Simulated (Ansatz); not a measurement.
## Run report: Si62P, geometry relaxation (part 3 of 4)

Si62P (defect cell, 63 atoms in the cell); DFT PBE-D3(BJ), scalar-relativistic, plane waves, PAW, PAW set soft_1, spin-polarised (Ansatz 0.2.0); cutoff 420 eV, 1×1×1 k-mesh, Fermi–Dirac smearing of 0.02 eV, collinear spins. It belongs to a series of runs on one base structure; here: end point B relaxed.

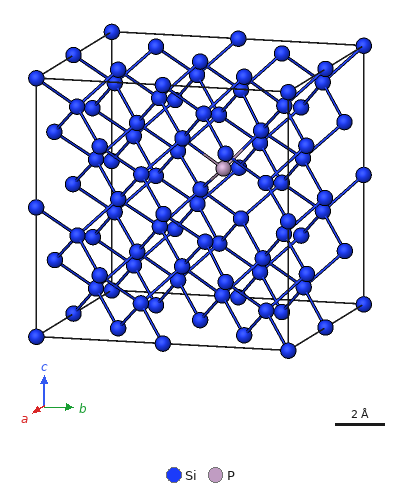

The geometry at step 2 of the log (ball-and-stick view of the cell of the calculation, seen slightly off an axis).

**Output, continued**
```
--- Relaxed structure (6 steps of the walk, 6 accepted, 0 SCFs on fresh bases) ---
  F+E_penalty+E_count = -40187.00753544 eV   max|allowed force component| = 8.947e-3 eV/Å
  atoms:
    - { symbol: Si, position: [0.5015908292819691, -0.0019844260957071714, -0.0007763612719490964] }
    - { symbol: Si, position: [0.6257806247563064, 0.12517166910627842, 0.1248283308937216] }
    - { symbol: Si, position: [0.750376336161526, 0.2499108356867539, 8.91643132460902e-5] }
    - { symbol: Si, position: [0.8744719296256586, 0.37824376646232377, 0.12659757649717535] }
[...]
    - { symbol: Si, position: [0.7521321866473561, -4.367391345577589e-5, 0.2500436739134558] }
    - { symbol: Si, position: [0.8763405203864978, 0.1270638696209435, 0.37365947961350227] }
    - { symbol: Si, position: [0.0006620780554241165, 0.0006620780554241161, -0.002294086809108537] }
    - { symbol: Si, position: [0.12560763110786727, 0.12560763110786727, 0.12439236889213276] }
    - { symbol: Si, position: [0.24984715508075023, 0.24984715508075023, 0.00015284491924976947] }
    - { symbol: Si, position: [0.3743058497936741, 0.3743058497936741, 0.1270511315721329] }
    - { symbol: Si, position: [0.49877659069117325, 0.49877659069117325, 0.0024258821054015715] }
    - { symbol: Si, position: [0.6250157242754445, 0.6250157242754445, 0.12583894801250503] }
    - { symbol: Si, position: [0.749924671923261, 0.749924671923261, 0.0006340189590166461] }
    - { symbol: Si, position: [0.8763405203864978, 0.8763405203864978, 0.12293613037905653] }
    - { symbol: Si, position: [0.2522940868091086, 0.0006620780554241162, 0.24933792194457594] }
    - { symbol: Si, position: [0.37824376646232377, 0.12340242350282468, 0.3755280703743417] }
    - { symbol: Si, position: [0.5015908292819691, 0.2507763612719491, 0.2519844260957072] }
    - { symbol: Si, position: [0.6256191368673388, 0.37793861498389814, 0.3788683801070776] }
    - { symbol: Si, position: [0.7498713890095868, 0.5055463944672149, 0.2555192021721199] }
    - { symbol: Si, position: [0.8702632336290388, 0.639569010793256, 0.3797367663709614] }
    - { symbol: Si, position: [0.5055463944672149, -0.005519202172119797, 0.5001286109904133] }
    - { symbol: Si, position: [0.6250157242754445, 0.124161051987495, 0.6249842757245556] }
    - { symbol: Si, position: [0.749924671923261, 0.2493659810409834, 0.5000753280767389] }
    - { symbol: Si, position: [0.8711316198929225, 0.37793861498389814, 0.6243808631326613] }
    - { symbol: Si, position: [0.7498713890095868, -0.005519202172119797, 0.7444536055327853] }
    - { symbol: Si, position: [0.8744719296256586, 0.12340242350282468, 0.8717562335376764] }
    - { symbol: Si, position: [-0.0019844260957071714, 0.5015908292819691, -0.0007763612719490962] }
    - { symbol: Si, position: [0.12517166910627842, 0.6257806247563064, 0.1248283308937216] }
    - { symbol: Si, position: [0.2499108356867539, 0.750376336161526, 8.916431324608996e-5] }
    - { symbol: Si, position: [0.37824376646232377, 0.8744719296256586, 0.12659757649717535] }
    - { symbol: Si, position: [0.0006620780554241165, 0.2522940868091086, 0.24933792194457594] }
    - { symbol: Si, position: [0.12340242350282468, 0.37824376646232377, 0.3755280703743417] }
    - { symbol: Si, position: [0.2507763612719491, 0.5015908292819691, 0.2519844260957072] }
    - { symbol: Si, position: [0.37793861498389814, 0.6256191368673388, 0.3788683801070776] }
    - { symbol: Si, position: [0.5055463944672149, 0.7498713890095868, 0.2555192021721199] }
    - { symbol: Si, position: [0.639569010793256, 0.8702632336290388, 0.3797367663709614] }
    - { symbol: Si, position: [-4.367391345577613e-5, -4.367391345577589e-5, 0.4978678133526441] }
    - { symbol: Si, position: [0.12517166910627842, 0.12517166910627842, 0.6242193752436938] }
    - { symbol: Si, position: [0.2499108356867539, 0.2499108356867539, 0.4996236638384742] }
    - { symbol: Si, position: [0.37358790164133066, 0.37358790164133066, 0.627466105130075] }
    - { symbol: Si, position: [0.5010742198057218, 0.5010742198057218, 0.5089102465134779] }
    - { symbol: P, position: [0.6274985149574939, 0.6274985149574939, 0.6225014850425062] }
    - { symbol: Si, position: [0.8702632336290388, 0.8702632336290388, 0.6104309892067441] }
    - { symbol: Si, position: [0.2507763612719491, -0.001984426095707172, 0.7484091707180313] }
    - { symbol: Si, position: [0.3743058497936741, 0.12294886842786712, 0.8756941502063259] }
    - { symbol: Si, position: [0.49877659069117325, 0.2475741178945985, 0.7512234093088269] }
    - { symbol: Si, position: [0.6225338948699252, 0.37358790164133066, 0.8764120983586694] }
    - { symbol: Si, position: [0.7410897534865222, 0.5010742198057218, 0.7489257801942785] }
    - { symbol: Si, position: [0.8711316198929225, 0.6256191368673388, 0.8720613850161021] }
    - { symbol: Si, position: [-4.3673913455776046e-5, 0.7521321866473561, 0.2500436739134558] }
    - { symbol: Si, position: [0.1270638696209435, 0.8763405203864978, 0.37365947961350227] }
    - { symbol: Si, position: [-0.0055192021721197975, 0.5055463944672149, 0.5001286109904133] }
    - { symbol: Si, position: [0.124161051987495, 0.6250157242754445, 0.6249842757245556] }
    - { symbol: Si, position: [0.2493659810409834, 0.749924671923261, 0.5000753280767389] }
    - { symbol: Si, position: [0.37793861498389814, 0.8711316198929225, 0.6243808631326613] }
    - { symbol: Si, position: [-0.0019844260957071714, 0.2507763612719491, 0.7484091707180313] }
    - { symbol: Si, position: [0.12294886842786712, 0.3743058497936741, 0.8756941502063259] }
    - { symbol: Si, position: [0.2475741178945985, 0.49877659069117325, 0.7512234093088269] }
    - { symbol: Si, position: [0.37358790164133066, 0.6225338948699252, 0.8764120983586694] }
    - { symbol: Si, position: [0.5010742198057218, 0.7410897534865222, 0.7489257801942785] }
    - { symbol: Si, position: [0.6256191368673388, 0.8711316198929225, 0.8720613850161021] }
    - { symbol: Si, position: [-0.005519202172119797, 0.7498713890095868, 0.7444536055327853] }
    - { symbol: Si, position: [0.12340242350282468, 0.8744719296256586, 0.8717562335376764] }
```

**Trajectory as extended XYZ (Å, eV, eV/Å), 6 frames, from step=1 to step=6**
```
63
Lattice="10.8600 0.0000 0.0000 0.0000 10.8600 0.0000 0.0000 0.0000 10.8600" Properties=species:S:1:pos:R:3:forces:R:3 step=1 energy=-40186.78810
Si    5.4300    0.0000    0.0000   -0.0636  -0.0457   0.0477
Si    6.7875    1.3575    1.3575    0.0666   0.0551  -0.0551
Si    8.1450    2.7150    0.0000   -0.1461  -0.0429   0.0429
Si    9.5025    4.0725    1.3575    0.1612   0.0005  -0.0508
Si    8.1450    0.0000    2.7150   -0.0767  -0.1674   0.1674
Si    9.5025    1.3575    4.0725    0.0051   0.0353  -0.0051
Si    0.0000    0.0000    0.0000   -0.0457  -0.0457  -0.0103
Si    1.3575    1.3575    1.3575    0.0482   0.0482  -0.0482
Si    2.7150    2.7150    0.0000   -0.0344  -0.0344   0.0344
Si    4.0725    4.0725    1.3575    0.0237   0.0237  -0.0607
Si    5.4300    5.4300    0.0000   -0.0061  -0.0061  -0.0057
Si    6.7875    6.7875    1.3575    0.0200   0.0200  -0.0244
Si    8.1450    8.1450    0.0000   -0.0102  -0.0102   0.0362
Si    9.5025    9.5025    1.3575    0.0051   0.0051  -0.0353
Si    2.7150    0.0000    2.7150    0.0103  -0.0457   0.0457
Si    4.0725    1.3575    4.0725    0.0005   0.0508  -0.1612
Si    5.4300    2.7150    2.7150   -0.0636  -0.0477   0.0457
Si    6.7875    4.0725    4.0725    0.1650   0.0692   0.0655
Si    8.1450    5.4300    2.7150   -0.1334   0.1611   0.1898
Si    9.5025    6.7875    4.0725    0.0539   0.2509  -0.0539
Si    5.4300    0.0000    5.4300    0.1611  -0.1898   0.1334
Si    6.7875    1.3575    6.7875    0.0200   0.0244  -0.0200
Si    8.1450    2.7150    5.4300   -0.0102  -0.0362   0.0102
Si    9.5025    4.0725    6.7875   -0.0655   0.0692  -0.1650
Si    8.1450    0.0000    8.1450   -0.1334  -0.1898  -0.1611
Si    9.5025    1.3575    9.5025    0.1612   0.0508  -0.0005
Si    0.0000    5.4300    0.0000   -0.0457  -0.0636   0.0477
Si    1.3575    6.7875    1.3575    0.0551   0.0666  -0.0551
Si    2.7150    8.1450    0.0000   -0.0429  -0.1461   0.0429
Si    4.0725    9.5025    1.3575    0.0005   0.1612  -0.0508
Si    0.0000    2.7150    2.7150   -0.0457   0.0103   0.0457
Si    1.3575    4.0725    4.0725    0.0508   0.0005  -0.1612
Si    2.7150    5.4300    2.7150   -0.0477  -0.0636   0.0457
Si    4.0725    6.7875    4.0725    0.0692   0.1650   0.0655
Si    5.4300    8.1450    2.7150    0.1611  -0.1334   0.1898
Si    6.7875    9.5025    4.0725    0.2509   0.0539  -0.0539
Si    0.0000    0.0000    5.4300   -0.1674  -0.1674   0.0767
Si    1.3575    1.3575    6.7875    0.0551   0.0551  -0.0666
Si    2.7150    2.7150    5.4300   -0.0429  -0.0429   0.1461
Si    4.0725    4.0725    6.7875    0.0138   0.0138  -0.0979
Si    5.4300    5.4300    5.4300    0.1593   0.1593   0.6362
P     6.7875    6.7875    6.7875    0.0880   0.0880  -0.0880
Si    9.5025    9.5025    6.7875    0.0539   0.0539  -0.2509
Si    2.7150    0.0000    8.1450   -0.0477  -0.0457   0.0636
Si    4.0725    1.3575    9.5025    0.0237   0.0607  -0.0237
Si    5.4300    2.7150    8.1450   -0.0061   0.0057   0.0061
Si    6.7875    4.0725    9.5025    0.0979   0.0138  -0.0138
Si    8.1450    5.4300    8.1450   -0.6362   0.1593  -0.1593
Si    9.5025    6.7875    9.5025   -0.0655   0.1650  -0.0692
Si    0.0000    8.1450    2.7150   -0.1674  -0.0767   0.1674
Si    1.3575    9.5025    4.0725    0.0353   0.0051  -0.0051
Si    0.0000    5.4300    5.4300   -0.1898   0.1611   0.1334
Si    1.3575    6.7875    6.7875    0.0244   0.0200  -0.0200
Si    2.7150    8.1450    5.4300   -0.0362  -0.0102   0.0102
Si    4.0725    9.5025    6.7875    0.0692  -0.0655  -0.1650
Si    0.0000    2.7150    8.1450   -0.0457  -0.0477   0.0636
Si    1.3575    4.0725    9.5025    0.0607   0.0237  -0.0237
Si    2.7150    5.4300    8.1450    0.0057  -0.0061   0.0061
Si    4.0725    6.7875    9.5025    0.0138   0.0979  -0.0138
Si    5.4300    8.1450    8.1450    0.1593  -0.6362  -0.1593
Si    6.7875    9.5025    9.5025    0.1650  -0.0655  -0.0692
Si    0.0000    8.1450    8.1450   -0.1898  -0.1334  -0.1611
Si    1.3575    9.5025    9.5025    0.0508   0.1612  -0.0005
63
Lattice="10.8600 0.0000 0.0000 0.0000 10.8600 0.0000 0.0000 0.0000 10.8600" Properties=species:S:1:pos:R:3:forces:R:3 step=2 energy=-40186.96311
Si    5.4443   -0.0215   -0.0086   -0.0668   0.0071   0.0161
Si    6.7912    1.3497    1.3653    0.0081   0.0469  -0.0469
Si    8.1422    2.7095    0.0055   -0.0243  -0.0007   0.0007
Si    9.4923    4.0931    1.3689    0.1071  -0.0203  -0.0179
Si    8.1540   -0.0127    2.7277   -0.0380   0.0009  -0.0009
Si    9.5023    1.3647    4.0727    0.0363   0.0384  -0.0363
Si   -0.0025   -0.0025   -0.0121    0.0010   0.0010  -0.0015
Si    1.3577    1.3577    1.3573    0.0439   0.0439  -0.0439
Si    2.7155    2.7155   -0.0005   -0.0303  -0.0303   0.0303
Si    4.0742    4.0742    1.3684   -0.0027  -0.0027  -0.0124
Si    5.4302    5.4302    0.0060   -0.0566  -0.0566   0.0564
Si    6.7897    6.7897    1.3644   -0.0128  -0.0128  -0.0057
Si    8.1409    8.1409    0.0018    0.0221   0.0221   0.0145
Si    9.5023    9.5023    1.3503    0.0363   0.0363  -0.0384
Si    2.7271   -0.0025    2.7175    0.0015   0.0010  -0.0010
Si    4.0931    1.3461    4.0827   -0.0203   0.0179  -0.1071
Si    5.4443    2.7236    2.7365   -0.0668  -0.0161  -0.0071
Si    6.7924    4.1026    4.1088    0.0274  -0.0309  -0.0177
Si    8.1428    5.4676    2.7548   -0.0724   0.0112   0.0101
Si    9.4711    6.8631    4.1039    0.0292   0.1747  -0.0292
Si    5.4676   -0.0398    5.4322    0.0112  -0.0101   0.0724
Si    6.7897    1.3506    6.7853   -0.0128   0.0057   0.0128
Si    8.1409    2.7132    5.4341    0.0221  -0.0145  -0.0221
Si    9.4662    4.1026    6.7826    0.0177  -0.0309  -0.0274
Si    8.1428   -0.0398    8.1074   -0.0724  -0.0101  -0.0112
Si    9.4923    1.3461    9.4819    0.1071   0.0179   0.0203
Si   -0.0215    5.4443   -0.0086    0.0071  -0.0668   0.0161
Si    1.3497    6.7912    1.3653    0.0469   0.0081  -0.0469
Si    2.7095    8.1422    0.0055   -0.0007  -0.0243   0.0007
Si    4.0931    9.4923    1.3689   -0.0203   0.1071  -0.0179
Si   -0.0025    2.7271    2.7175    0.0010   0.0015  -0.0010
Si    1.3461    4.0931    4.0827    0.0179  -0.0203  -0.1071
Si    2.7236    5.4443    2.7365   -0.0161  -0.0668  -0.0071
Si    4.1026    6.7924    4.1088   -0.0309   0.0274  -0.0177
Si    5.4676    8.1428    2.7548    0.0112  -0.0724   0.0101
Si    6.8631    9.4711    4.1039    0.1747   0.0292  -0.0292
Si   -0.0127   -0.0127    5.4210    0.0009   0.0009   0.0380
Si    1.3497    1.3497    6.7838    0.0469   0.0469  -0.0081
Si    2.7095    2.7095    5.4328   -0.0007  -0.0007   0.0243
Si    4.0692    4.0692    6.7909    0.0270   0.0270   0.0865
Si    5.4589    5.4589    5.5068    0.0529   0.0529   0.0834
P     6.8675    6.8675    6.7075   -0.1825  -0.1825   0.1825
Si    9.4711    9.4711    6.7119    0.0292   0.0292  -0.1747
Si    2.7236   -0.0215    8.1307   -0.0161   0.0071   0.0668
Si    4.0742    1.3466    9.5008   -0.0027   0.0124   0.0027
Si    5.4302    2.7090    8.1448   -0.0566  -0.0564   0.0566
Si    6.7841    4.0692    9.5058   -0.0865   0.0270  -0.0270
Si    8.0682    5.4589    8.1161   -0.0834   0.0529  -0.0529
Si    9.4662    6.7924    9.4724    0.0177   0.0274   0.0309
Si   -0.0127    8.1540    2.7277    0.0009  -0.0380  -0.0009
Si    1.3647    9.5023    4.0727    0.0384   0.0363  -0.0363
Si   -0.0398    5.4676    5.4322   -0.0101   0.0112   0.0724
Si    1.3506    6.7897    6.7853    0.0057  -0.0128   0.0128
Si    2.7132    8.1409    5.4341   -0.0145   0.0221  -0.0221
Si    4.1026    9.4662    6.7826   -0.0309   0.0177  -0.0274
Si   -0.0215    2.7236    8.1307    0.0071  -0.0161   0.0668
Si    1.3466    4.0742    9.5008    0.0124  -0.0027   0.0027
Si    2.7090    5.4302    8.1448   -0.0564  -0.0566   0.0566
Si    4.0692    6.7841    9.5058    0.0270  -0.0865  -0.0270
Si    5.4589    8.0682    8.1161    0.0529  -0.0834  -0.0529
Si    6.7924    9.4662    9.4724    0.0274   0.0177   0.0309
Si   -0.0398    8.1428    8.1074   -0.0101  -0.0724  -0.0112
Si    1.3461    9.4923    9.4819    0.0179   0.1071   0.0203
63
Lattice="10.8600 0.0000 0.0000 0.0000 10.8600 0.0000 0.0000 0.0000 10.8600" Properties=species:S:1:pos:R:3:forces:R:3 step=3 energy=-40186.99627
Si    5.4433   -0.0226   -0.0081   -0.0064   0.0086   0.0040
Si    6.7916    1.3595    1.3555    0.0064   0.0117  -0.0117
Si    8.1444    2.7157   -0.0007   -0.0253   0.0009  -0.0009
Si    9.4947    4.0985    1.3715    0.0302   0.0068   0.0019
Si    8.1617   -0.0006    2.7156   -0.0106   0.0133  -0.0133
Si    9.5115    1.3731    4.0635    0.0120   0.0091  -0.0120
Si    0.0036    0.0036   -0.0182   -0.0062  -0.0062  -0.0041
Si    1.3605    1.3605    1.3545    0.0155   0.0155  -0.0155
Si    2.7121    2.7121    0.0029   -0.0061  -0.0061   0.0061
Si    4.0657    4.0657    1.3752    0.0097   0.0097   0.0183
Si    5.4205    5.4205    0.0229   -0.0183  -0.0183   0.0076
Si    6.7891    6.7891    1.3661   -0.0075  -0.0075   0.0059
Si    8.1436    8.1436    0.0065    0.0028   0.0028  -0.0095
Si    9.5115    9.5115    1.3419    0.0120   0.0120  -0.0091
Si    2.7332    0.0036    2.7114    0.0041  -0.0062   0.0062
Si    4.0985    1.3435    4.0803    0.0068  -0.0019  -0.0302
Si    5.4433    2.7231    2.7376   -0.0064  -0.0040  -0.0086
Si    6.7927    4.1031    4.1134    0.0006  -0.0121  -0.0012
Si    8.1432    5.4788    2.7661   -0.0357  -0.0127  -0.0189
Si    9.4738    6.8988    4.1012   -0.0221   0.0832   0.0221
Si    5.4788   -0.0511    5.4318   -0.0127   0.0189   0.0357
Si    6.7891    1.3489    6.7859   -0.0075  -0.0059   0.0075
Si    8.1436    2.7085    5.4314    0.0028   0.0095  -0.0028
Si    9.4616    4.1031    6.7823    0.0012  -0.0121  -0.0006
Si    8.1432   -0.0511    8.0962   -0.0357   0.0189   0.0127
Si    9.4947    1.3435    9.4765    0.0302  -0.0019  -0.0068
Si   -0.0226    5.4433   -0.0081    0.0086  -0.0064   0.0040
Si    1.3595    6.7916    1.3555    0.0117   0.0064  -0.0117
Si    2.7157    8.1444   -0.0007    0.0009  -0.0253  -0.0009
Si    4.0985    9.4947    1.3715    0.0068   0.0302   0.0019
Si    0.0036    2.7332    2.7114   -0.0062   0.0041   0.0062
Si    1.3435    4.0985    4.0803   -0.0019   0.0068  -0.0302
Si    2.7231    5.4433    2.7376   -0.0040  -0.0064  -0.0086
Si    4.1031    6.7927    4.1134   -0.0121   0.0006  -0.0012
Si    5.4788    8.1432    2.7661   -0.0127  -0.0357  -0.0189
Si    6.8988    9.4738    4.1012    0.0832  -0.0221   0.0221
Si   -0.0006   -0.0006    5.4133    0.0133   0.0133   0.0106
Si    1.3595    1.3595    6.7834    0.0117   0.0117  -0.0064
Si    2.7157    2.7157    5.4306    0.0009   0.0009   0.0253
Si    4.0641    4.0641    6.8122    0.0007   0.0007  -0.0075
Si    5.4493    5.4493    5.5223    0.0448   0.0448   0.0291
P     6.8454    6.8454    6.7296   -0.1036  -0.1036   0.1036
Si    9.4738    9.4738    6.6762   -0.0221  -0.0221  -0.0832
Si    2.7231   -0.0226    8.1317   -0.0040   0.0086   0.0064
Si    4.0657    1.3398    9.5093    0.0097  -0.0183  -0.0097
Si    5.4205    2.6921    8.1545   -0.0183  -0.0076   0.0183
Si    6.7628    4.0641    9.5109    0.0075   0.0007  -0.0007
Si    8.0527    5.4493    8.1257   -0.0291   0.0448  -0.0448
Si    9.4616    6.7927    9.4719    0.0012   0.0006   0.0121
Si   -0.0006    8.1617    2.7156    0.0133  -0.0106  -0.0133
Si    1.3731    9.5115    4.0635    0.0091   0.0120  -0.0120
Si   -0.0511    5.4788    5.4318    0.0189  -0.0127   0.0357
Si    1.3489    6.7891    6.7859   -0.0059  -0.0075   0.0075
Si    2.7085    8.1436    5.4314    0.0095   0.0028  -0.0028
Si    4.1031    9.4616    6.7823   -0.0121   0.0012  -0.0006
Si   -0.0226    2.7231    8.1317    0.0086  -0.0040   0.0064
Si    1.3398    4.0657    9.5093   -0.0183   0.0097  -0.0097
Si    2.6921    5.4205    8.1545   -0.0076  -0.0183   0.0183
Si    4.0641    6.7628    9.5109    0.0007   0.0075  -0.0007
Si    5.4493    8.0527    8.1257    0.0448  -0.0291  -0.0448
Si    6.7927    9.4616    9.4719    0.0006   0.0012   0.0121
Si   -0.0511    8.1432    8.0962    0.0189  -0.0357   0.0127
Si    1.3435    9.4947    9.4765   -0.0019   0.0302  -0.0068
```
